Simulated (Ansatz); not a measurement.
# C$_{2}$H$_{2}$F$_{4}$ (SMILES FC(F)C(F)F): what the fields show

Input file:

```
crystal:
  periodic: [false, false, false]
  atoms:
    - {symbol: F, position_ang: [-1.346460, -1.046006, 0.376792]}
    - {symbol: C, position_ang: [-0.519649, 0.008767, 0.541917]}
    - {symbol: F, position_ang: [-1.223722, 1.138661, 0.365643]}
    - {symbol: C, position_ang: [0.597080, -0.083463, -0.491637]}
    - {symbol: F, position_ang: [1.506717, 0.879307, -0.228877]}
    - {symbol: F, position_ang: [0.105604, 0.114679, -1.725595]}
    - {symbol: H, position_ang: [-0.115979, -0.007497, 1.559796]}
    - {symbol: H, position_ang: [1.088406, -1.061449, -0.453739]}
basis:
  gaussian: {orbitals: def2-TZVPP}
hamiltonian: {xc: pbe0, dispersion: d4}
output: {orbitals: {seedname: orbitals}}
```

Command:

```sh
ansatz run in.yaml --threads 4 --pin off --events-out ev --progress --plain --max-ram 10444MiB
```

Geometry: PBE0-D4/def2-TZVP.

Method: RKS PBE0-D4/def2-TZVPP (Ansatz).

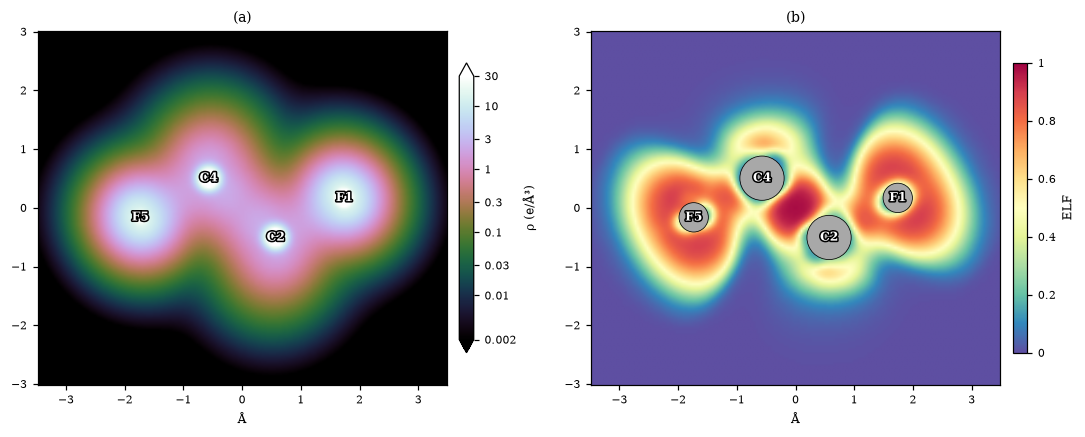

Figure 1. (a) electron density; (b) electron localisation function on the plane of atoms F1, C2 and C4. Grey discs cover the atomic cores in the ELF map.

Question: Interpret the plot.

Answer: Atoms in the plane: F and C. C–F (1.35 Å): ρ at the midpoint is about 2.3 e/Å³, with its minimum of 1.8 e/Å³ about 0.5 Å from C; the ELF peaks at about 0.85 between the atoms; a polar covalent bond. C–C (1.52 Å): ρ is about 1.9 e/Å³ halfway; the ELF peaks at about 1 between the atoms: a shared electron pair. The ELF also peaks beside F5 and F1, away from the bonds: lone-pair regions.

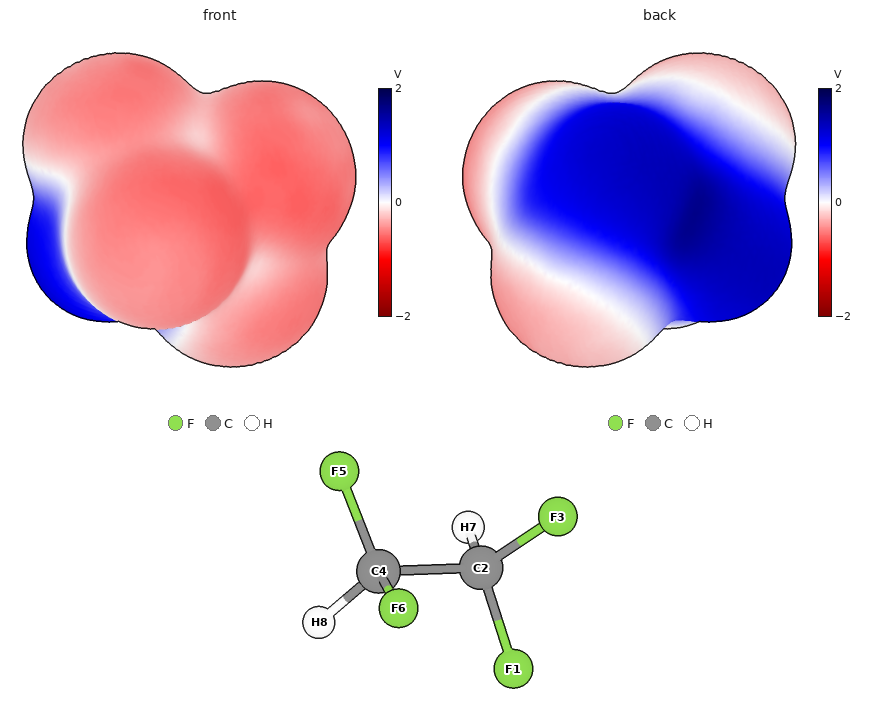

Figure 2. The electrostatic potential painted on the density surface at 0.001 e/bohr³, seen from the front and from behind; red is negative and blue positive. The bare structure is drawn below in the same view.

Question: Which sites attract a positive test charge, and which a negative one?

Answer: A positive charge is drawn to the negative regions and a negative charge to the positive ones. The most negative region (about −0.6 V) lies over F3 and F6, the most positive (about +1.6 V) over C2 and C4.

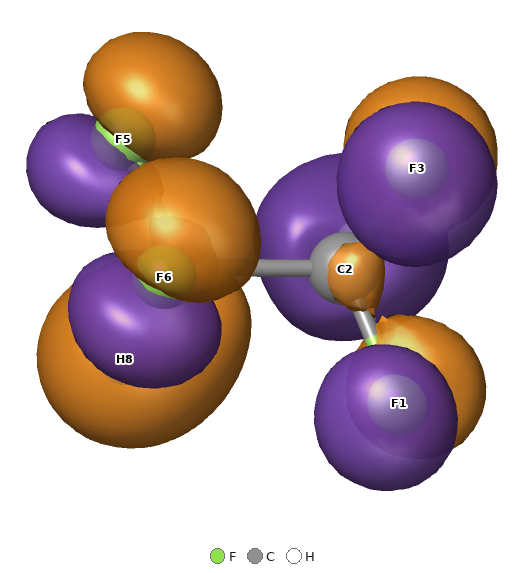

Figure 3. The HOMO−1 at ±0.1 Å⁻³ᐟ² (orange and purple are the two phases), seen at a tilt.

Question: Describe this orbital and give its energy.

Answer: By Hirshfeld shares it lies mainly on F3 (about 20 %), F6 (about 20 %), F5 (about 10 %), F1 (about 10 %), C4 (about 10 %) and C2 (about 10 %). Its energy is −11.41 eV.
